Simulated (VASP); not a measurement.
Energy against volume of BAs (zinc blende). Level of theory: PBE GGA, VASP's PBE PAW potentials (set 64) (plane waves; VASP).

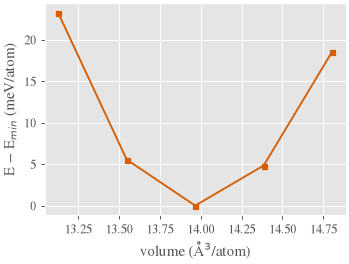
Figure. Energy against volume

Problem. Estimate the equilibrium volume and the bulk modulus.

Solution. The minimum lies near 14.0 Å³/atom, and the curvature gives B0 of about 130 GPa.

Measured: bulk modulus 142 GPa (computed value off by -7.1 %), as given by PMC11618452 (zinc blende boron arsenide), quoting Tian et al.; a 4.777 Å (computed value off by +0.8 %), as given by M J Lucero et al., Journal of Physics Condensed Matter (2012), arXiv:1111.4515. The calculation is for a static lattice, while the measured bulk modulus, a hold thermal and zero-point effects, which are part of the difference.

The compound is BAs in the zinc blende structure. It was relaxed first.
